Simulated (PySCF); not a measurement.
# CH4BNO− (SMILES [BH2-]NC=O): U-r2SCAN/def2-SVP

Aim: the vertical ionisation energy of CH4BNO− at U-r2SCAN/def2-SVP, from 2 runs. 

Program for the calculation: PySCF 2.14.0.

### 1 The molecule

CH4BNO− has 8 atoms, charge -1, and is taken as a doublet. SMILES: `[BH2-]NC=O`. The shape is that of a GFN2-xTB optimisation.

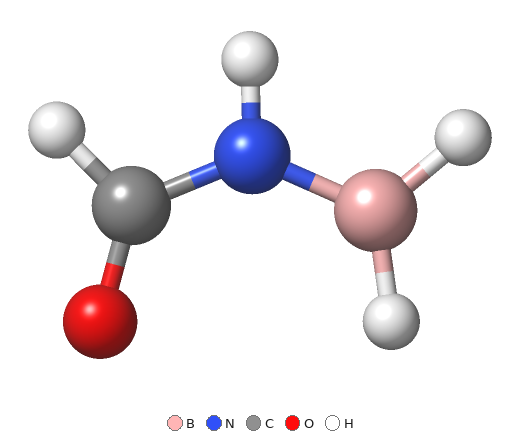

The structure, seen from a chosen angle (boron pink, nitrogen blue, carbon grey, oxygen red, hydrogen white).

### 2 A single-point energy at U-r2SCAN/def2-SVP

File run.py:

```python
from pyscf import gto, dft

mol = gto.Mole()
mol.atom = '''
B   -0.378840   1.193730  -0.384980
N    0.373680   0.078060   0.077210
C    0.065520  -1.239200   0.328340
O   -1.057980  -1.806170   0.189110
H    0.220350   2.225190  -0.510600
H   -1.523770   1.105570  -0.655760
H    1.350860   0.264020   0.268590
H    0.950190  -1.821200   0.688070
'''
mol.max_memory = 1860
mol.spin = 1
mol.verbose = 3
mol.basis = 'def2-svp'
mol.charge = -1
mol.build()

mf = dft.UKS(mol, xc='r2scan')
mf.conv_tol = 1e-10
mf.grids.level = 4
mf.kernel()
if not mf.converged:
    mf = mf.newton().run(mf.mo_coeff, mf.mo_occ)

energy = mf.e_tot
print('E(%s) = %.9f' % ('R2SCAN', energy))
```

Started as:

```bash
OMP_NUM_THREADS=1 python run.py
```

Output:

```text
WARN: HOMO -0.139825442712947 >= LUMO -0.139825442712946

converged SCF energy = -195.087763020906  <S^2> = 0.76408042  2S+1 = 2.0140312
E(R2SCAN) = -195.087763021
```

Run time: 49 s. Hardware: 1 thread of Arm Neoverse V1, shared host; peak memory 0.44 GiB.

### 3 Singlet neutral CH4BNO at the same level

File input.xyz:

```xyz
8

B     -0.378840     1.193730    -0.384980
N      0.373680     0.078060     0.077210
C      0.065520    -1.239200     0.328340
O     -1.057980    -1.806170     0.189110
H      0.220350     2.225190    -0.510600
H     -1.523770     1.105570    -0.655760
H      1.350860     0.264020     0.268590
H      0.950190    -1.821200     0.688070
```

File job.py:

```python
from pyscf import gto, dft

mol = gto.Mole()
mol.atom = 'input.xyz'
mol.charge = 0
mol.max_memory = 1860
mol.basis = 'def2-svp'
mol.verbose = 3
mol.build()

mf = dft.RKS(mol, xc='r2scan')
mf.conv_tol = 1e-10
mf.grids.level = 4
mf.kernel()
if not mf.converged:
    mf = mf.newton().run(mf.mo_coeff, mf.mo_occ)

energy = mf.e_tot
print('Final energy', energy)
```

Started as:

```bash
OMP_NUM_THREADS=1 python job.py
```

Output:

```text
converged SCF energy = -195.097383061105
Final energy -195.09738306110467
```

It took 20 s on 1 thread of Arm Neoverse V1, shared host; peak memory 0.41 GiB.

### 4 Results

Level: U-r2SCAN/def2-SVP.

| quantity | value |
| --- | --- |
| doublet CH4BNO−: total energy | -195.08776 Eh |
| doublet CH4BNO−: HOMO energy (highest over α and β) | 3.05 eV |
| doublet CH4BNO−: LUMO energy (lowest over α and β) | 4.90 eV |
| doublet CH4BNO−: ⟨S²⟩ | 0.764 |
| singlet neutral CH4BNO: total energy | -195.09738 Eh |
| singlet neutral CH4BNO: dipole moment | 3.63 D |
| singlet neutral CH4BNO: HOMO energy | -6.46 eV |
| singlet neutral CH4BNO: LUMO energy | -2.37 eV |
| singlet neutral CH4BNO: HOMO–LUMO gap | 4.09 eV |
| vertical detachment energy (to the singlet neutral) | -0.262 eV |

**Reading.** The species is unbound against losing an electron at this level, by 0.26 eV (−6.0 kcal/mol); missing correlation or diffuse functions can give that sign where the real anion is bound. Only the singlet of the ionised species was computed; a triplet could lie lower. The HOMO (doublet CH4BNO−) lies at positive energy, 3.05 eV, as semi-local functionals often give for anions; only total energies tell whether the electron is bound.
